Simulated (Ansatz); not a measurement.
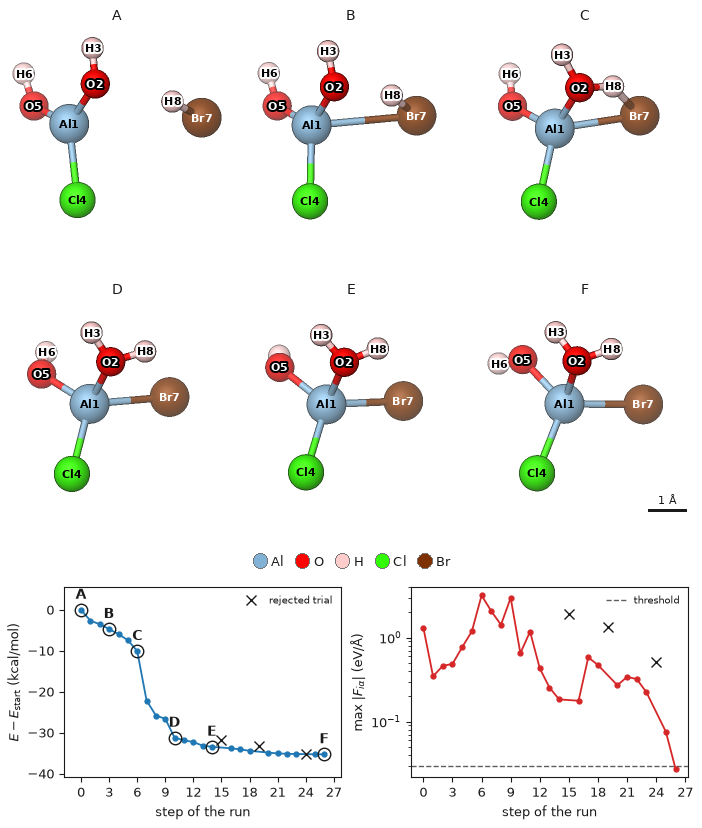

Frames of a relaxation of AlH₃O₂BrCl, marked on the history of the run. A ball-and-stick model, seen at a tilt.

The run prepares an end point of a later path (reaction) calculation, from a guessed geometry.

Computed with Ansatz, RKS r2SCAN-D4/def2-SVP. Set-up: no spin polarisation; force threshold 0.03 eV/Å; at most 50 steps.

What happens along the run?

Answer. The energy falls by 35.3 kcal/mol in 23 accepted moves (26 points after the start). The largest force component goes from 1.3 to 0.027 eV/Å. The line search rejected the trial steps at points 15, 19, 24 of the run. H8 moves most after the best rigid fit: 1.23 Å. Largest moves by element: H 1.23 Å, Br 0.99 Å, O 0.88 Å, Al 0.82 Å, Cl 0.23 Å. Some distances before and after: Br7–H8 1.504 → 2.989 Å, Al1–Br7 3.606 → 2.288 Å, O2–H8 2.201 → 0.973 Å, Al1–O2 1.751 → 1.954 Å. New bonds form, among them: Al1–Br7 (3.61 → 2.29 Å), O2–H8 (2.20 → 0.97 Å). Bonds break, among them: Br7–H8 (1.50 → 2.99 Å). Bond angles that change, for instance: O2–Al1–O5 125.5° → 88.0°, Al1–O2–H3 122.3° → 100.8°, O2–Al1–Cl4 116.4° → 109.0°. The run took 43 s on 4 threads of Intel(R) Xeon(R) Platinum 8488C (Sapphire Rapids), on a shared host, peak memory 0.22 GiB. From step 0 to 3: Br7 moves most (0.53 Å), energy −4.68 kcal/mol. From step 3 to 6: H8 moves most (0.42 Å), energy −5.39 kcal/mol. From step 6 to 10: H8 moves most (0.50 Å), energy −21.2 kcal/mol. From step 10 to 14: O5 moves most (0.24 Å), energy −2.19 kcal/mol. From step 14 to 26: H6 moves most (0.53 Å), energy −1.84 kcal/mol.

```csv
step,"E − E(0), kcal/mol","largest force component, eV/Å",note
0,0.00,1.3136,
1,-2.65,0.3466,
2,-3.51,0.4614,
3,-4.68,0.4865,
4,-5.95,0.7691,
5,-7.39,1.1890,
6,-10.07,3.1805,
7,-22.16,2.0689,
8,-25.80,1.4219,
9,-26.61,2.9733,
10,-31.24,0.6529,
11,-31.83,1.1813,
12,-32.28,0.4309,
13,-33.16,0.2544,
14,-33.43,0.1839,
15,-31.81,1.8967,rejected
16,-33.80,0.1774,
17,-34.06,0.5825,
18,-34.41,0.4720,
19,-33.32,1.3511,rejected
20,-34.85,0.2712,
21,-35.05,0.3409,
22,-35.14,0.3212,
23,-35.19,0.2233,
24,-35.19,0.5114,rejected
25,-35.26,0.0757,
26,-35.28,0.0275,
```

Limits of the set-up: the start holds two separate molecules, 2.2 Å apart at their closest, whose relative position is a soft coordinate.
